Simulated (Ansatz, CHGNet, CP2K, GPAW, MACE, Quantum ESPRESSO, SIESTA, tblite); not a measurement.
## CP2K runs on random packing of P38S62 (at. %) (64 atoms)

How do the settings of CP2K change the result for random packing of P38S62 (at. %) (64 atoms)? A plane-wave run serves as the yardstick.

Program: CP2K 2026.2. Level of theory: the method is named at each step. Results are calculated unless marked as measured.

## Step 1: The structure

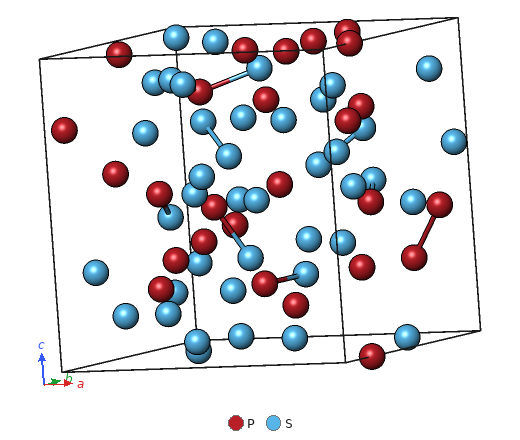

The starting structure, seen slightly off an axis (phosphorus red, sulfur blue). Bonds to atoms that aren't drawn are left out. Some periodic images of atoms are drawn too.

The cell holds 64 atoms: 24 P and 40 S. Cell: a = 11.721 Å, b = 11.721 Å, c = 11.721 Å, α = 90.0°, β = 90.0°, γ = 90.0°. 64 atoms (24 P, 40 S) packed at random in a cube at 2.09 g/cm³ and pushed apart as soft spheres; a start for melting by ab initio MD, not an equilibrated structure. Then every atom was moved at random, 0.02 Å r.m.s. a Cartesian component.

The yardstick, on the same geometry:

```
method                 : Kohn-Sham DFT, PBE, PAW, plane waves (Ansatz 0.2.0); cutoff 420 eV, Γ point, fermi-dirac smearing of 0.05 eV; PAW set soft_2
r.m.s. force component : 0.9487 eV/Å
longest force          : 3.179 eV/Å
pressure               : -8.756 GPa
SCF cycles             : 11
time                   : 13 s on 4 threads of Arm Neoverse V2, shared host
CPU time               : 49 s
```

## Step 2: PBE, DZVP-UZH, 350/50 Ry, diagonalisation

Method: Kohn-Sham DFT, PBE, GTH-PBE pseudopotentials, Gaussian and plane waves, DZVP-MOLOPT (UZH set), diagonalisation.

File input.inp:

```
&GLOBAL
  PROJECT cell
  RUN_TYPE ENERGY_FORCE
  PRINT_LEVEL LOW
&END GLOBAL
&FORCE_EVAL
  METHOD QS
  STRESS_TENSOR ANALYTICAL
  &DFT
    BASIS_SET_FILE_NAME BASIS_MOLOPT_UZH
    POTENTIAL_FILE_NAME POTENTIAL_UZH
    &MGRID
      CUTOFF 350
      REL_CUTOFF 50
    &END MGRID
    &QS
      EPS_DEFAULT 1.0E-12
    &END QS
    &SCF
      SCF_GUESS ATOMIC
      EPS_SCF 5.0E-06
      MAX_SCF 200
      ADDED_MOS 14
      &DIAGONALIZATION
        ALGORITHM STANDARD
      &END DIAGONALIZATION
      &SMEAR ON
        METHOD FERMI_DIRAC
        ELECTRONIC_TEMPERATURE [K] 580
      &END SMEAR
      &MIXING
        METHOD BROYDEN_MIXING
        ALPHA 0.3
        NBROYDEN 12
      &END MIXING
      &PRINT
        &RESTART OFF
        &END RESTART
      &END PRINT
    &END SCF
    &XC
      &XC_FUNCTIONAL PBE
      &END XC_FUNCTIONAL
    &END XC
    &PRINT
      &MULLIKEN ON
      &END MULLIKEN
      &HIRSHFELD ON
        SHAPE_FUNCTION DENSITY
      &END HIRSHFELD
      &MO ON
        EIGENVALUES T
        OCCUPATION_NUMBERS T
        MO_INDEX_RANGE 169 192
        &EACH
          QS_SCF 0
        &END EACH
        ADD_LAST NUMERIC
      &END MO
    &END PRINT
  &END DFT
  &SUBSYS
    &CELL
      A 11.72110 0.00000 0.00000
      B 0.00000 11.72110 0.00000
      C 0.00000 0.00000 11.72110
    &END CELL
    &TOPOLOGY
      COORD_FILE_NAME structure.xyz
      COORD_FILE_FORMAT XYZ
    &END TOPOLOGY
    &KIND P
      BASIS_SET DZVP-MOLOPT-PBE-GTH-q5
      POTENTIAL GTH-PBE-q5
    &END KIND
    &KIND S
      BASIS_SET DZVP-MOLOPT-PBE-GTH-q6
      POTENTIAL GTH-PBE-q6
    &END KIND
  &END SUBSYS
  &PRINT
    &FORCES ON
    &END FORCES
    &STRESS_TENSOR ON
    &END STRESS_TENSOR
  &END PRINT
&END FORCE_EVAL
```

File structure.xyz:

```xyz
64

P 8.94226 8.89596 5.19749
P 3.87945 2.39427 3.82612
P 0.00609 1.68479 8.88506
P 0.91682 4.93599 11.35857
P 8.24017 6.43863 11.48433
P 5.43847 6.60085 2.47175
P 8.80946 8.02262 2.84342
P 7.36261 2.36438 11.58514
P 11.65113 2.45405 11.70586
P 9.90972 6.65254 8.97449
P 6.14537 0.21672 4.67695
P 10.95231 10.59001 4.85265
P 3.88801 5.43976 9.81759
P 7.44888 11.02276 11.38002
P 7.98183 3.85566 1.87256
P 9.60474 10.88140 2.88585
P 4.70684 9.99282 5.86723
P 1.87760 1.90984 7.16839
P 5.93779 8.81040 10.93532
P 3.97896 10.84987 8.97625
P 2.53774 8.75297 5.20827
P 2.52074 4.19826 6.16249
P 1.47475 5.93064 2.46167
P 2.07979 11.37392 4.28570
S 7.48451 2.17977 5.99288
S 5.96897 6.36608 10.54981
S 1.75840 4.95381 8.39055
S 7.64333 7.35487 6.78382
S 0.08052 3.34684 3.38365
S 4.49610 0.13749 2.03279
S 10.57818 11.30219 9.88980
S 1.71714 2.24400 1.82076
S 6.06262 8.87463 2.58427
S 4.82101 2.44666 6.26469
S 11.59393 10.87144 7.16183
S 11.44155 7.33577 5.27707
S 7.62680 4.67730 8.73351
S 2.87331 7.64251 8.51175
S 9.82732 4.46597 7.49353
S 6.07223 0.57023 7.07181
S 3.41717 4.66500 0.55652
S 8.80137 8.96817 7.96191
S 8.08369 11.00482 5.82890
S 11.22530 2.78646 6.33232
S 0.66658 8.33136 9.97044
S 3.50332 9.54344 3.19834
S 2.06033 10.85421 11.19764
S 10.14801 3.85601 10.03748
S 9.33468 0.77195 0.91612
S 6.52607 10.47116 8.94718
S 3.51422 5.12435 3.45995
S 4.45050 6.35354 7.30154
S 1.84490 11.29480 1.84853
S 7.72796 1.05033 9.18524
S 5.67993 3.75462 0.79258
S 2.20697 7.23122 11.72098
[... 4 atom lines left out ...]
S 5.53857 0.62579 10.53610
S 10.04838 1.09991 4.56056
S 5.52228 4.76521 5.81285
S 10.61264 7.71846 0.19633
```

Started as:

```sh
> OMP_NUM_THREADS=1 mpirun -np 4 cp2k.psmp -i input.inp > output.txt
```

Numbers of over 12 decimals in the logs are rounded to 6 here.

Log:

```text
CP2K| version string:                                       CP2K version 2026.2
 CP2K| Input file name                                                 input.inp
 GLOBAL| Basis set file name                                    BASIS_MOLOPT_UZH
 GLOBAL| Potential file name                                       POTENTIAL_UZH
 GLOBAL| Run type                                                   ENERGY_FORCE
 GLOBAL| Total number of message passing processes                             4
 GLOBAL| Number of threads for this process                                    1
 TOTAL NUMBERS AND MAXIMUM NUMBERS
  Total number of            - Atomic kinds:                                   2
                             - Atoms:                                         64
                             - Shell sets:                                    64
                             - Shells:                                       320
                             - Primitive Cartesian functions:                256
                             - Cartesian basis functions:                    896
                             - Spherical basis functions:                    832
  Maximum angular momentum of- Orbital basis functions:                        2
                             - Local part of the GTH pseudopotential:          0
                             - Non-local part of the GTH pseudopotential:      2
 SCF PARAMETERS         Density guess:                                    ATOMIC
                        max_scf:                                             200
                        eps_scf:                                        5.00E-06
                        added MOs                                        14    0
                        Mixing method:                            BROYDEN_MIXING
                                                charge density mixing in g-space
                        Smear method:                                FERMI_DIRAC
                        Electronic temperature [K]:                        580.0
                        Electronic temperature [a.u.]:                  1.84E-03
                        Accuracy threshold:                             1.00E-10
 Extrapolation method: initial_guess
 Number of electrons:                                                        360
 Number of occupied orbitals:                                                180
 Number of molecular orbitals:                                               194
 Number of orbital functions:                                                832
 Number of independent orbital functions:                                    832
 SCF WAVEFUNCTION OPTIMIZATION
  Step     Update method      Time    Convergence         Total energy    Change
 *** the last MO => Add more MOs for proper smearing.                   ***
     1 NoMix/Diag. 0.30E+00    1.0     0.54711189      -565.3251196238 -5.65E+02
 *** the last MO => Add more MOs for proper smearing.                   ***
     2 Broy./Diag. 0.30E+00    1.3     0.88198496      -564.5651658509  7.60E-01
 *** the last MO => Add more MOs for proper smearing.                   ***
     3 Broy./Diag. 0.30E+00    1.3     0.53991623      -567.5581723329 -2.99E+00
[...]
4 Broy./Diag. 0.30E+00    1.3     0.18494839      -566.1916846993  1.37E+00
[...]
*** the last MO => Add more MOs for proper smearing.                   ***
    23 Broy./Diag. 0.30E+00    1.4     0.00001099      -564.2517607831  2.09E-05
 *** the last MO => Add more MOs for proper smearing.                   ***
    24 Broy./Diag. 0.30E+00    1.4     0.00000490      -564.2517445697  1.62E-05
  *** SCF run converged in    24 steps ***
  Electronic density on regular grids:       -360.0000000000        0.0000000000
  Core density on regular grids:              359.9999999995       -0.0000000005
  Total charge density on r-space grids:       -0.0000000005
  Total charge density g-space grids:          -0.0000000005
  Overlap energy of the core charge distribution:               1.045e-11
  Self energy of the core charge distribution:              -1360.422104
  Core Hamiltonian energy:                                    290.306799
  Hartree energy:                                             631.121433
  Exchange-correlation energy:                               -125.242297
  Electronic entropic energy:                                  -0.015576
  Fermi energy:                                                 0.099132
  Total energy:                                              -564.251745
  Total energy (extrapolated to T->0):                       -564.243957
 MO| EIGENVALUES AND OCCUPATION NUMBERS
 MO|
 MO|  Index      Eigenvalue [a.u.]        Eigenvalue [eV]             Occupation
 MO|    169               0.083605               2.275002               1.999574
 MO|    170               0.085702               2.332058               1.998666
 MO|    171               0.087684               2.386008               1.996079
[...]
MO|    191               0.115510               3.143194               0.000268
 MO|    192               0.117459               3.196224               0.000093
 MO| Sum:                                                             360.000000
 MO| E(Fermi):            0.099132 a.u.          2.697514 eV
 !-----------------------------------------------------------------------------!
                     Mulliken Population Analysis
 #  Atom  Element  Kind  Atomic population                           Net charge
       1     P        1          4.844977                              0.155023
       2     P        1          4.808216                              0.191784
       3     P        1          4.767625                              0.232375
[...]
63     S        2          6.068535                             -0.068535
      64     S        2          6.196013                             -0.196013
 # Total charge                            360.000000                 -0.000000
 !-----------------------------------------------------------------------------!
 !-----------------------------------------------------------------------------!
                           Hirshfeld Charges
  #Atom  Element  Kind  Ref Charge     Population                    Net charge
      1       P      1       5.000          4.926                         0.074
      2       P      1       5.000          4.931                         0.069
      3       P      1       5.000          4.894                         0.106
[...]
63       S      2       6.000          6.056                        -0.056
     64       S      2       6.000          6.114                        -0.114
  Total Charge                                                            0.000
 !-----------------------------------------------------------------------------!
 ENERGY| Total FORCE_EVAL ( QS ) energy [hartree]           -564.251738
 FORCES| Atomic forces [hartree/bohr]
 FORCES|   Atom     x               y               z               |f|
 FORCES|      1 -4.06961012E-03 -9.97448770E-03  2.78521926E-03   1.11269752E-02
 FORCES|      2 -1.59290704E-04 -1.30148310E-02 -9.16243311E-03   1.59173295E-02
 FORCES|      3 -1.53309639E-02 -1.19857385E-02  9.03777700E-03   2.14564162E-02
[...]
FORCES|     63 -9.65927415E-03  8.59414009E-04  1.80009369E-02   2.04468555E-02
 FORCES|     64 -4.69036243E-03  4.35017011E-03 -8.96658039E-03   1.10146740E-02
 FORCES| Sum    -2.39144827E-06  2.70914820E-06  3.80730653E-06
 FORCES| Total atomic force                                       5.24919916E-06
 STRESS| Analytical stress tensor [bar]
 STRESS|                        x                   y                   z
 STRESS|      x       -7.08758020921E+04  -1.40205376776E+04  -4.44495526323E+03
 STRESS|      y       -1.40205376776E+04  -8.80796272706E+04  -8.45264620767E+02
 STRESS|      z       -4.44495526323E+03  -8.45264620767E+02  -8.75065821889E+04
 STRESS| 1/3 Trace                                            -8.21540038506E+04
```

Wall time 36 s (4 MPI ranks of Arm Neoverse V2, shared host); peak memory 2.9 GiB.

Banners, paths, timers and routine set-up lines are dropped from the logs unmarked, and long logs keep their key lines alone; longer cuts are marked.

Compared with the plane-wave run:

| Property | Result |
| --- | --- |
| r.m.s. force component | 0.9277 eV/Å |
| r.m.s. difference of force components | 62.87 meV/Å |
| longest difference of force vectors | 215.4 meV/Å |
| force difference over r.m.s. force | 6.627 % |
| slope of forces against the reference's | 0.976 |
| correlation of force components | 0.998 |
| pressure | -8.215 GPa |
| pressure difference | 0.5405 GPa |

Length of the force difference by element (eV/Å):

| element | atoms | mean | most |
| --- | --- | --- | --- |
| P | 24 | 0.10 | 0.19 |
| S | 40 | 0.096 | 0.22 |

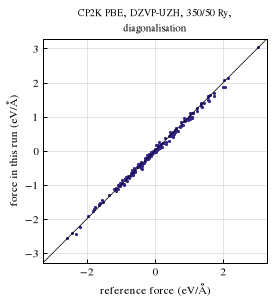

Force components against those of the reference; the line marks equality.

A closer look about S55, which bears the longest force: 12 atoms, nearest first, numbered in the order of the input, with positions taken from that point.

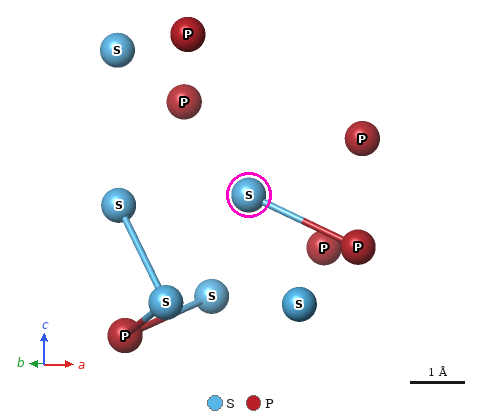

The atoms of the table, within 3.8 Å (arrows a, b, c point along x, y, z); some may hide others; the central atom is ringed.

| atom | x | y | z | distance (Å) | Hirshfeld charge (e) | Fx | Fy | Fz (eV/Å) |
| --- | --- | --- | --- | --- | --- | --- | --- | --- |
| S55 | 0.00 | 0.00 | 0.00 | 0.00 | -0.07 | 3.04 | -0.86 | 0.51 |
| P8 | 1.68 | -1.39 | -0.93 | 2.37 | 0.09 | -0.35 | 0.84 | 1.36 |
| S41 | -2.26 | 0.91 | -0.24 | 2.45 | 0.01 | -1.12 | -0.97 | -1.93 |
| P15 | 2.30 | 0.10 | 1.08 | 2.54 | 0.06 | -0.99 | 0.60 | -1.76 |
| S59 | -1.84 | -0.56 | -2.02 | 2.79 | -0.05 | -0.08 | 1.28 | 0.50 |
| S26 | 0.29 | 2.61 | -1.96 | 3.28 | -0.07 | 1.12 | 1.62 | 0.60 |
| P6 | -0.24 | 2.85 | 1.68 | 3.31 | 0.06 | 0.63 | 1.57 | 0.06 |
| P13 | -1.79 | 1.69 | -2.70 | 3.65 | 0.15 | -0.80 | -0.72 | -0.88 |
| S51 | -2.17 | 1.37 | 2.67 | 3.70 | -0.04 | -0.06 | 0.14 | -1.02 |
| S61 | -0.14 | -3.13 | -1.98 | 3.70 | 0.00 | 0.19 | -0.12 | 0.96 |
| P2 | -1.80 | -1.36 | 3.03 | 3.78 | 0.07 | -0.01 | -0.67 | -0.47 |
| P5 | 2.56 | 2.68 | -1.03 | 3.85 | 0.08 | 0.68 | 0.45 | -0.48 |

Forces lie 6.6 % from the reference's, at 3.0 times its CPU time.

## Step 3: PBE, DZVP-MOLOPT-SR, 350/50 Ry, diagonalisation

Method: Kohn-Sham DFT, PBE, GTH-PBE pseudopotentials, Gaussian and plane waves, DZVP-MOLOPT-SR-GTH, diagonalisation.

input.inp, as its differences from that of step 2:

```diff
@@ -9,4 +9,4 @@
   &DFT
-    BASIS_SET_FILE_NAME BASIS_MOLOPT_UZH
-    POTENTIAL_FILE_NAME POTENTIAL_UZH
+    BASIS_SET_FILE_NAME BASIS_MOLOPT
+    POTENTIAL_FILE_NAME GTH_POTENTIALS
     &MGRID
@@ -72,3 +72,3 @@
     &KIND P
-      BASIS_SET DZVP-MOLOPT-PBE-GTH-q5
+      BASIS_SET DZVP-MOLOPT-SR-GTH-q5
       POTENTIAL GTH-PBE-q5
@@ -76,3 +76,3 @@
     &KIND S
-      BASIS_SET DZVP-MOLOPT-PBE-GTH-q6
+      BASIS_SET DZVP-MOLOPT-SR-GTH-q6
       POTENTIAL GTH-PBE-q6
```

structure.xyz is that of step 2.

Started as:

```sh
> OMP_NUM_THREADS=2 cp2k.psmp -i input.inp > output.txt
```

Log:

```text
CP2K| version string:                                       CP2K version 2026.2
 CP2K| Input file name                                                 input.inp
 GLOBAL| Basis set file name                                        BASIS_MOLOPT
 GLOBAL| Potential file name                                      GTH_POTENTIALS
 GLOBAL| Run type                                                   ENERGY_FORCE
 GLOBAL| Total number of message passing processes                             1
 GLOBAL| Number of threads for this process                                    2
 TOTAL NUMBERS AND MAXIMUM NUMBERS
  Total number of            - Atomic kinds:                                   2
                             - Atoms:                                         64
[... lines left out ...]
                        Smear method:                                FERMI_DIRAC
[... lines left out ...]
 Number of electrons:                                                        360
[... lines left out ...]
  Step     Update method      Time    Convergence         Total energy    Change
[... lines left out ...]
  *** SCF run converged in    24 steps ***
[... lines left out ...]
  Fermi energy:                                                 0.100755
  Total energy:                                              -564.168978
  Total energy (extrapolated to T->0):                       -564.161146
[... lines left out ...]
 MO| E(Fermi):            0.100755 a.u.          2.741690 eV
[... lines left out ...]
 !-----------------------------------------------------------------------------!
 !-----------------------------------------------------------------------------!
                           Hirshfeld Charges
  #Atom  Element  Kind  Ref Charge     Population                    Net charge
      1       P      1       5.000          4.932                         0.068
      2       P      1       5.000          4.939                         0.061
      3       P      1       5.000          4.904                         0.096
[...]
63       S      2       6.000          6.052                        -0.052
     64       S      2       6.000          6.106                        -0.106
  Total Charge                                                            0.000
 !-----------------------------------------------------------------------------!
 ENERGY| Total FORCE_EVAL ( QS ) energy [hartree]           -564.168972
 FORCES| Atomic forces [hartree/bohr]
 FORCES|   Atom     x               y               z               |f|
 FORCES|      1 -4.08412410E-03 -9.22666623E-03  2.39595828E-03   1.03707307E-02
 FORCES|      2 -2.67275971E-04 -1.31404591E-02 -8.69008123E-03   1.57562881E-02
 FORCES|      3 -1.48876048E-02 -1.23129610E-02  8.81981442E-03   2.12376767E-02
[...]
FORCES|     63 -1.01720834E-02  6.26022335E-04  1.78955001E-02   2.05939823E-02
 FORCES|     64 -4.83018767E-03  4.37973169E-03 -8.99460626E-03   1.11092621E-02
 FORCES| Sum    -1.03332979E-06 -1.72443763E-06  2.86717280E-06
 FORCES| Total atomic force                                       3.50173321E-06
 STRESS| Analytical stress tensor [bar]
 STRESS|                        x                   y                   z
 STRESS|      x       -7.23970489792E+04  -1.42205517056E+04  -4.80464301939E+03
 STRESS|      y       -1.42205517056E+04  -8.98233110253E+04  -9.32481172019E+02
 STRESS|      z       -4.80464301939E+03  -9.32481172019E+02  -8.90186394739E+04
 STRESS| 1/3 Trace                                            -8.37463331594E+04
```

It took 72 s on 2 threads; peak memory 2.1 GiB.

Against the reference:

```
r.m.s. force component                  : 0.9359 eV/Å
r.m.s. difference of force components   : 56.84 meV/Å
longest difference of force vectors     : 229.1 meV/Å
force difference over r.m.s. force      : 5.991 %
slope of forces against the reference's : 0.9849
correlation of force components         : 0.9983
pressure                                : -8.375 GPa
pressure difference                     : 0.3813 GPa
```

Against the first run (6.6 %), the force difference from the reference is 6.0 %, at 0.87 times the CPU time (on 2 against 4 cores), with 832 basis functions against 832; this set comes with other potentials too, so the change isn't the basis's alone.

[end of part 1 of 3]

[Also dropped from logs without a mark: logging warnings of Python, and SIESTA's first energy breakdown and zero terms.]

[Logs are printed without paths, hosts, clocks, repeated set-up lines and the standing remarks that a program may print on its own settings, such as how far it seeks lower states.]

[Hosts, paths, dates, database ids (printed as entryN), source tags and the programs' standing remarks are cut or masked in the printed files.]
